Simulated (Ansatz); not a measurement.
The parent structure is InP in the zinc blende structure (space group F-43m, No. 216; a = 5.907 Å).

Perturbation: a hydrostatic pressure of 15 GPa.

Calculations: DFT with r2SCAN, PAW potentials and a 500 eV plane-wave cutoff in Ansatz (a quantum-chemistry and plane-wave program), no spin-orbit coupling.

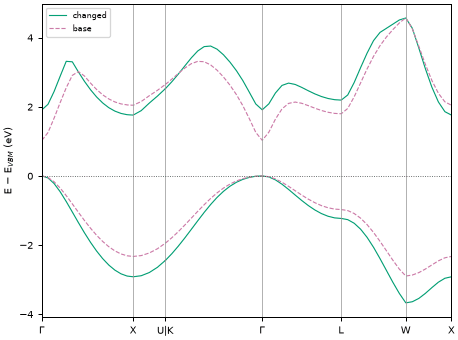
Figure. Highest valence and lowest conduction band along the path, each from its own valence-band maximum

Problem. Read the changed gap and its character from the plot.

Solution. About 1.8 eV, indirect, Γ → X.

Load acts through the strain it causes; cell and atoms are relaxed under it. Stability against distortions was not tested. Measured, InP leaves this structure (for rock salt) near 9.8 GPa (temperature not stated; as listed in Datta, Sujoy, Jana, Debnarayan, arXiv (2020)).
